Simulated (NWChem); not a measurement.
# One shape, several levels: H2O3 (trioxidane)

Wanted: a comparison of 5 runs (PBE/cc-pVTZ, PBE0/cc-pVTZ, SVWN5/cc-pVTZ, r2SCAN/cc-pVTZ, CCSD(T)/cc-pVTZ) of H2O3 (trioxidane). 

The calculation is run with NWChem 7.3.0.

## Step 1: Starting point

The species is H2O3 (5 atoms), meant as a singlet with charge 0. SMILES: `OOO`. The O3–H5 distance was set to 1.743 Å, away from the relaxed value. At this shape a bond of the SMILES string is far longer than usual.

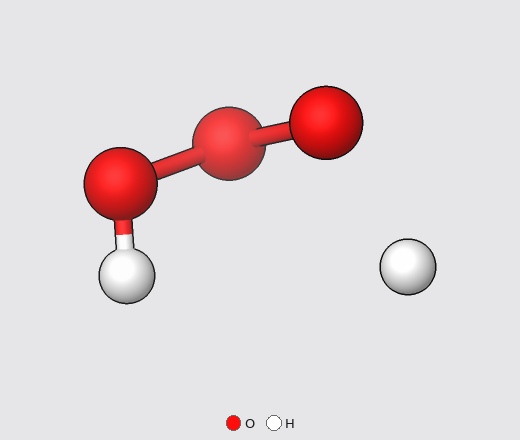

Viewed from a chosen angle; oxygen red, hydrogen white.

## Step 2: A single-point energy at PBE/cc-pVTZ (run 1)

Input file calc.xyz:

```xyz
5

O     -1.021274    -1.379236     0.222740
O     -0.186604    -0.722846     1.139110
O      1.120136    -0.746116     0.629950
H     -1.363364    -0.651066    -0.316320
H      1.239280     0.782200    -0.199990
```

Input file calc.nw:

```
start calc
memory 2200 mb

geometry units angstrom noautosym nocenter noautoz
  load calc.xyz
end

basis spherical bse
  * library cc-pVTZ
end

dft
  xc xpbe96 cpbe96
  grid fine
  convergence energy 1e-08
  iterations 100
  mulliken
  noprint "final vectors analysis"
end

task dft
```

On the command line:

```sh
$ nwchem calc.nw > calc.out
```

The log of the run:

```text
[...]
          Wavefunction type:  closed shell.
          No. of atoms     :     5
          No. of electrons :    26
[...]
          Charge           :     0
          Spin multiplicity:     1
[...]
          AO basis - number of functions:   118
[...]
              XC Information
              --------------
          PerdewBurkeErnzerhof Exchange Functional  1.000
            Perdew 1991 LDA Correlation Functional  1.000 local
           PerdewBurkeErnz. Correlation Functional  1.000 non-local
[...]
 d= 0,ls=0.0,diis     1   -226.3423418860 -3.03D+02  1.12D-02  1.15D+00     1.5
[...]
 d= 0,ls=0.0,diis    15   -226.4553429679 -9.95D-11  1.10D-08  5.00D-12    18.5
         Total DFT energy =     -226.455342967876
      One electron energy =     -464.672910070103
           Coulomb energy =      187.062459513425
    Exchange-Corr. energy =      -25.943988684992
 Nuclear repulsion energy =       77.099096273794
[...]
      Total Density - Mulliken Population Analysis
     ---------------------------------------------
    Atom       Charge   Shell Charges
 -----------   ------   -------------------------------------------------------
    1 O    8     8.15   1.94  0.27  1.02  0.59  1.27  1.99  1.04  0.00  0.03  0.00
    2 O    8     7.98   1.94  0.28  1.05  0.62  1.21  1.94  0.88  0.00  0.06  0.00
    3 O    8     8.17   1.94  0.28  1.06  0.66  1.20  1.88  1.12  0.00  0.03  0.00
    4 H    1     0.79   0.27  0.37  0.06  0.02  0.07  0.01
    5 H    1     0.90   0.16  0.41  0.31  0.00  0.01  0.00
[...]
```

Wall time 19 s (1 thread of AMD EPYC 9R45 (Zen 5), shared host); peak memory 0.12 GiB.

## Step 3: A single-point energy at PBE0/cc-pVTZ (run 2)

Input file h2o3.nw:

```
start h2o3
memory 2200 mb
geometry noautosym nocenter noautoz
O    -1.021274   -1.379236    0.222740
O    -0.186604   -0.722846    1.139110
O     1.120136   -0.746116    0.629950
H    -1.363364   -0.651066   -0.316320
H     1.239280    0.782200   -0.199990
end
basis "ao basis" spherical bse
* library cc-pVTZ
end
dft
xc pbe0
grid fine
convergence energy 1e-08
iterations 100
mulliken
end
task dft energy
```

On the command line:

```sh
$ nwchem h2o3.nw > h2o3.out
```

The log of the run:

```text
[...]
          Wavefunction type:  closed shell.
          No. of atoms     :     5
          No. of electrons :    26
[...]
          Charge           :     0
          Spin multiplicity:     1
[...]
          AO basis - number of functions:   118
[...]
              XC Information
              --------------
                         PBE0 Method XC Functional
                     Hartree-Fock (Exact) Exchange  0.250
          PerdewBurkeErnzerhof Exchange Functional  0.750
            Perdew 1991 LDA Correlation Functional  1.000 local
           PerdewBurkeErnz. Correlation Functional  1.000 non-local
[...]
 d= 0,ls=0.0,diis     1   -226.3217593802 -3.03D+02  7.83D-03  8.66D-01     1.5
[...]
 d= 0,ls=0.0,diis    12   -226.4122511207 -1.69D-09  2.26D-07  1.40D-09    14.4
         Total DFT energy =     -226.412251120699
      One electron energy =     -464.775912365671
           Coulomb energy =      187.176247979039
    Exchange-Corr. energy =      -25.911683007861
 Nuclear repulsion energy =       77.099096273794
[...]
      Total Density - Mulliken Population Analysis
     ---------------------------------------------
    Atom       Charge   Shell Charges
 -----------   ------   -------------------------------------------------------
    1 O    8     8.17   1.94  0.26  1.02  0.59  1.25  2.03  1.03  0.00  0.03  0.00
    2 O    8     8.00   1.94  0.27  1.05  0.61  1.20  1.98  0.87  0.00  0.06  0.00
    3 O    8     8.19   1.94  0.27  1.06  0.65  1.18  1.91  1.13  0.00  0.03  0.00
    4 H    1     0.78   0.26  0.38  0.05  0.02  0.06  0.01
    5 H    1     0.86   0.15  0.41  0.29  0.00  0.02  0.00
[...]
```

Wall time 15 s (1 thread of AMD EPYC 9R45 (Zen 5), shared host); peak memory 0.11 GiB.

Run 3 isn't shown in full; the table further down has it.

## Step 4: A single-point energy at r2SCAN/cc-pVTZ (run 4)

Input file h2o3.nw:

```
start h2o3
memory 2200 mb
geometry units angstrom noautosym nocenter noautoz
O       -1.021274      -1.379236       0.222740
O       -0.186604      -0.722846       1.139110
O        1.120136      -0.746116       0.629950
H       -1.363364      -0.651066      -0.316320
H        1.239280       0.782200      -0.199990
end
basis spherical bse
* library cc-pVTZ
end
dft
xc r2scan
grid fine
convergence energy 1e-08
maxiter 100
mulliken
end
task dft energy
```

On the command line:

```sh
$ nwchem h2o3.nw > h2o3.out
```

The log of the run:

```text
[...]
          Wavefunction type:  closed shell.
          No. of atoms     :     5
          No. of electrons :    26
[...]
          Charge           :     0
          Spin multiplicity:     1
[...]
          AO basis - number of functions:   118
[...]
              XC Information
              --------------
                      r^2SCAN Method XC Functional
               r^2SCAN metaGGA Exchange Functional  1.000
                     r^2SCAN Correlation Potential  1.000
[...]
 d= 0,ls=0.0,diis     1   -226.4569503391 -3.04D+02  1.02D-02  8.75D-01     1.6
[...]
 d= 0,ls=0.0,diis    13   -226.5559202125 -8.01D-09  7.77D-07  1.35D-08    17.2
         Total DFT energy =     -226.555920212530
      One electron energy =     -464.769152979639
           Coulomb energy =      187.180001519004
    Exchange-Corr. energy =      -26.065865025689
 Nuclear repulsion energy =       77.099096273794
[...]
      Total Density - Mulliken Population Analysis
     ---------------------------------------------
    Atom       Charge   Shell Charges
 -----------   ------   -------------------------------------------------------
    1 O    8     8.18   1.95  0.26  1.02  0.61  1.25  2.03  1.02  0.00  0.03  0.00
    2 O    8     7.98   1.95  0.27  1.06  0.62  1.20  1.97  0.85  0.00  0.06  0.00
    3 O    8     8.18   1.95  0.28  1.06  0.66  1.18  1.91  1.10  0.00  0.03  0.00
    4 H    1     0.78   0.26  0.38  0.05  0.02  0.06  0.01
    5 H    1     0.89   0.15  0.42  0.30  0.00  0.02  0.00
[...]
```

Run time: 18 s. Hardware: 1 thread of AMD EPYC 9R45 (Zen 5), shared host; peak memory 0.12 GiB.

## Step 5: The energy at CCSD(T)/cc-pVTZ (run 5)

Input file h2o3.xyz:

```xyz
5
H2O3
O     -1.021274    -1.379236     0.222740
O     -0.186604    -0.722846     1.139110
O      1.120136    -0.746116     0.629950
H     -1.363364    -0.651066    -0.316320
H      1.239280     0.782200    -0.199990
```

Input file h2o3.nw:

```
start h2o3
title "H2O3"
memory stack 880 mb heap 220 mb global 1100 mb
geometry units angstroms noautosym nocenter noautoz
load h2o3.xyz
end
basis "ao basis" spherical bse
* library cc-pVTZ
end
scf
nopen 0
rhf
thresh 1e-08
maxiter 80
print low
end
ccsd
freeze core 3
maxiter 60
end
task ccsd(t) energy
```

On the command line:

```sh
$ nwchem h2o3.nw > h2o3.out
```

The log of the run:

```text
[...]
  functions       =   118
[...]
  wavefunction    = RHF
[...]
         Total SCF energy =   -225.460156784266
      One-electron energy =   -464.718838014394
      Two-electron energy =    162.159584956335
 Nuclear repulsion energy =     77.099096273794
        Time for solution =     19.1s
[...]
 Total MP2 energy:           -226.237290656335546
[...]
             energy      energy      error      ampl     ampl      Block
                                                time     time      time
[...]
 Total CCSD energy:           -226.246030710829189
[...]
 Total CCSD+T(CCSD) energy:           -226.288621493015029
[...]
 Total CCSD(T) energy:                -226.286444772352098
[...]
```

Run time: 4 min. Hardware: 1 thread of AMD EPYC 9R45 (Zen 5), shared host; peak memory 0.43 GiB.

## Step 6: Overview of the runs

```csv
run,level,integration grid,iteration cap,energy (Eh),dipole moment (D),wall time
1,PBE/cc-pVTZ,fine,100,-226.455343,2.50,19 s
2,PBE0/cc-pVTZ,fine,100,-226.412251,2.86,15 s
3,SVWN5/cc-pVTZ,fine,100,-225.080278,2.76,15 s
4,r2SCAN/cc-pVTZ,fine,100,-226.555920,2.64,18 s
5,CCSD(T)/cc-pVTZ,–,80,-226.286445,–,4 min
```

## Step 7: Summary of results

| quantity | value |
| --- | --- |
| run 5: total energy | -226.28644 Eh |
| run 5: correlation energy (3 core orbitals frozen) | -826.3 mEh |
| run 5: (T) correction | -40.41 mEh |

Over runs 1, 2, 3, 4 the dipole moment (its size) runs from 2.50 D (PBE/cc-pVTZ) to 2.86 D (PBE0/cc-pVTZ). Over runs 2, 3, 4 the HOMO–LUMO gap runs from 2.30 eV (SVWN5/cc-pVTZ) to 4.51 eV (PBE0/cc-pVTZ). Totals of different functionals can't be ranked against each other. In runs 1, 2, 3, 4, 5 a closed-shell determinant meets a far-stretched bond, which it describes badly. All runs together took 5.1 min, the longest 4 min.
